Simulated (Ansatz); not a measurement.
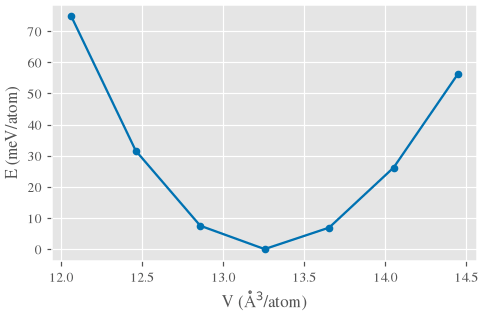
V (bcc (W type), space group No. 229) under volume change, DFT-r²SCAN in the program Ansatz with PAW potentials, scaled uniformly.

What does a third-order Birch–Murnaghan fit give for V₀, B₀ and B′?

V₀ = 13.26 Å³/atom, B₀ = 192 GPa, B′ = 3.8.

Space group Im-3m (bcc (W type)). The r²SCAN relaxation kept the symmetry of its start. The workflow began spin-polarised and lost its moments.

Potentials: the later of the program's two PAW sets.
